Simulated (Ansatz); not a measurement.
# r2SCAN/def2-SVPD (core potential) run of SnH3OF (SMILES [OH][SnH2][F])

Aim: the electronic atomisation energy of SnH3OF at r2SCAN/def2-SVPD (core potential), from 5 runs. 

The calculation is run with Ansatz 0.2.0.

73 further runs of the same task are left out: 73 set aside as unsound or not needed.

## 1. The system as given

SnH3OF has 6 atoms, charge 0, and is taken as a singlet. As SMILES, `[OH][SnH2][F]`. Geometry: relaxed at PBE0-D4/def2-TZVP. This is one conformer, not always the lowest.

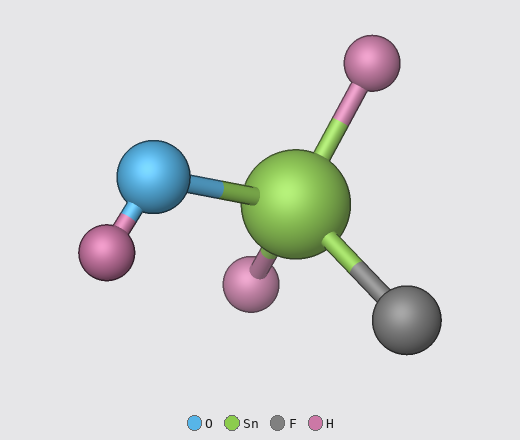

The structure, seen from a chosen angle (oxygen blue, tin green, fluorine grey, hydrogen pink).

## 2. A single-point energy at r2SCAN/def2-SVPD (core potential)

The input, job.yaml:

```yaml
crystal:
  periodic: [false, false, false]
  atoms:
    - {symbol: O, position_ang: [-1.414400, -0.333000, -0.425000]}
    - {symbol: Sn, position_ang: [0.302300, 0.255900, 0.283700]}
    - {symbol: F, position_ang: [1.409100, -1.315100, 0.302100]}
    - {symbol: H, position_ang: [-1.368600, -0.685700, -1.316700]}
    - {symbol: H, position_ang: [1.096100, 1.317100, -0.782100]}
    - {symbol: H, position_ang: [0.017500, 0.696700, 1.891900]}
basis:
  gaussian: {orbitals: def2-SVPD}
hamiltonian: {xc: {name: r2SCAN}}
accuracy: high
output: {orbitals: {seedname: orbitals}}
```

On the command line:

```
$ ansatz run job.yaml --threads 1 --pin off --max-ram 3480MiB --events-out events.jsonl --progress --plain --runs-dir runs
```

Log:

```text
Warning: RAYON_NUM_THREADS=1 ignored (pool sized by the plan → 1); use --threads N
Functional definition: r2SCAN
  name "r2SCAN"
  parameter k0 = 0.174
  parameter k1 = 0.065
  parameter a1 = 4.9479
  exchange = r2scan_x(k0 = k0, k1 = k1, a1 = a1)
  correlation = r2scan_c
2210 factors; integrals over basis functions are off by at most 2.9e-9 eV
mean field evaluation 1: about -10633.1358 eV, gradient 6.9e1 eV
mean field evaluation 2: about -10569.3970 eV, gradient 1.8e2 eV
mean field evaluation 4: about -10640.6509 eV, gradient 2.1e1 eV
mean field evaluation 8: about -10641.4483 eV, gradient 6.8e-1 eV
mean field evaluation 16: about -10641.4493 eV, gradient 3.6e-5 eV
mean field -10641.44929149 eV, -391.0660484289 hartree, gradient 1.9e-8 eV, S^2 0.000000; 0 other end points of the search recorded, 0 dependent functions left out
reference -10641.44929254 eV, -391.0660484674 hartree; 21, 21 occupied and 81, 81 virtual orbitals, 2210 factors
Total energy: -10641.44929254 eV, -391.0660484674 hartree
```

Run time: 15 s. Hardware: 1 thread of Arm Neoverse V1, shared host; peak memory 0.33 GiB.

## 3. The F atom

The input, run.yaml:

```yaml
crystal:
  periodic: [false, false, false]
  atoms:
    - {symbol: F, position_ang: [0.000000, 0.000000, 0.000000]}
basis:
  gaussian: {orbitals: def2-SVPD}
accuracy: high
hamiltonian: {xc: {name: r2SCAN}}
magnetization: {spin_polarized: true, initial_magnetization: 1}
```

Run the same way, it converges to -99.60884 Eh (log not shown).

## 4. The H atom

The input, run.yaml:

```yaml
crystal:
  periodic: [false, false, false]
  atoms:
    - {symbol: H, position_ang: [0.000000, 0.000000, 0.000000]}
basis:
  gaussian: {orbitals: def2-SVPD}
hamiltonian: {xc: {name: r2SCAN}}
accuracy: high
magnetization: {spin_polarized: true, initial_magnetization: 1}
```

Run the same way, it converges to -0.49921 Eh (log not shown).

## 5. The O atom

The input, run.yaml:

```yaml
crystal:
  periodic: [false, false, false]
  atoms:
    - symbol: O
      position_ang: [0.000000, 0.000000, 0.000000]
basis:
  gaussian: {orbitals: def2-SVPD}
magnetization: {spin_polarized: true, initial_magnetization: 2}
hamiltonian: {xc: r2scan}
accuracy: high
```

Run the same way, it converges to -74.97041 Eh (log not shown).

## 6. The Sn atom at the same level

The input, job.yaml:

```yaml
crystal:
  periodic: [false, false, false]
  atoms:
    - {symbol: Sn, position_ang: [0.000000, 0.000000, 0.000000]}
basis:
  gaussian: {orbitals: def2-SVPD}
magnetization: {spin_polarized: true, initial_magnetization: 2}
hamiltonian: {xc: r2scan}
accuracy: high
```

On the command line:

```
$ ansatz run job.yaml --threads 1 --pin off --max-ram 3480MiB --events-out events.jsonl --progress --plain --runs-dir runs
```

Log, shortened:

```text
Warning: RAYON_NUM_THREADS=1 ignored (pool sized by the plan → 1); use --threads N
[... 7 set-up lines as earlier in the session ...]
294 factors; integrals over basis functions are off by at most 2.2e-9 eV
mean field evaluation 1: about -5832.0532 eV, gradient 2.2e0 eV
mean field evaluation 2: about -5832.1094 eV, gradient 8.2e-1 eV
mean field evaluation 4: about -5832.1135 eV, gradient 3.6e-2 eV
mean field evaluation 8: about -5832.1137 eV, gradient 7.8e-4 eV
mean field evaluation 16: about -5832.1137 eV, gradient 1.0e-7 eV
mean field evaluation 32: about -5832.1137 eV, gradient 1.8e-7 eV
mean field -5832.11367376 eV, -214.3262243622 hartree, gradient 1.4e-8 eV, S^2 2.005032; 2 other end points of the search recorded, 0 dependent functions left out
reference -5832.11367736 eV, -214.3262244943 hartree; 12, 10 occupied and 20, 22 virtual orbitals, 294 factors
Total energy: -5832.11367736 eV, -214.3262244943 hartree
```

Run time: 7.2 s. Hardware: 1 thread of Arm Neoverse V1, shared host; peak memory 0.18 GiB.

## 7. Outcome

At r2SCAN/def2-SVPD (core potential):

```
                     quantity          value
       molecule: total energy  -391.06605 Eh
        molecule: HOMO energy       -7.78 eV
        molecule: LUMO energy       -1.28 eV
      molecule: HOMO–LUMO gap        6.50 eV
         F atom: total energy   -99.60884 Eh
                 F atom: ⟨S²⟩          0.752
         H atom: total energy    -0.49921 Eh
                 H atom: ⟨S²⟩          0.750
         O atom: total energy   -74.97041 Eh
                 O atom: ⟨S²⟩          2.005
        Sn atom: total energy  -214.32622 Eh
                Sn atom: ⟨S²⟩          2.005
electronic atomisation energy      18.040 eV
```

What this shows: Taking the molecule apart into free atoms costs 18.04 eV (1741 kJ/mol), before zero-point energy and without spin-orbit coupling.
